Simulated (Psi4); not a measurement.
A ladder of methods for C2H5BO2 (SMILES BOC(C)=O)

The species is C2H5BO2 (10 atoms), meant as a singlet with charge 0. SMILES: `BOC(C)=O`. Geometry: optimised at PBE0/def2-TZVP. This is one conformer, not always the lowest.

Each level gives the HOMO–LUMO gap (eV). The values are calculated.

```json
{"level": "PBE-D4/def2-TZVPP (density fitting)", "kind": "GGA", "program": "Psi4", "value (eV)": "4.45", "CPU time": "1.7 min"}
{"level": "r2SCAN-D4/def2-TZVPP (density fitting)", "kind": "meta-GGA", "program": "Psi4", "value (eV)": "5.13", "CPU time": "5.4 min"}
{"level": "B3LYP-D4/def2-TZVPP (density fitting)", "kind": "global hybrid", "program": "Psi4", "value (eV)": "6.66", "CPU time": "1.8 min"}
{"level": "PBE0-D4/def2-TZVPP (density fitting)", "kind": "global hybrid", "program": "Psi4", "value (eV)": "7.17", "CPU time": "88 s"}
{"level": "wB97M-V/def2-TZVPP (density fitting)", "kind": "range-separated hybrid", "program": "Psi4", "value (eV)": "11.63", "CPU time": "4.3 min"}
```

The values span 4.45 to 11.63 eV. Orbital gaps aren't excitation energies; they tend to grow with the share of exact exchange. CPU times are rough (shared hosts, several kinds of processor and program).

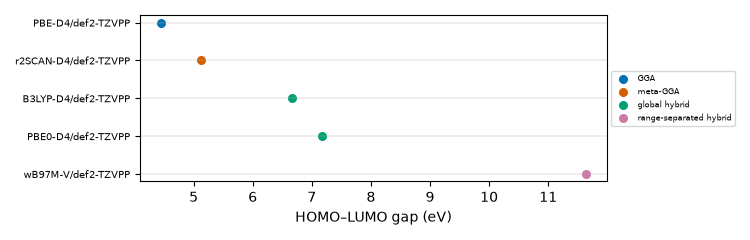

The values of the table, level by level.
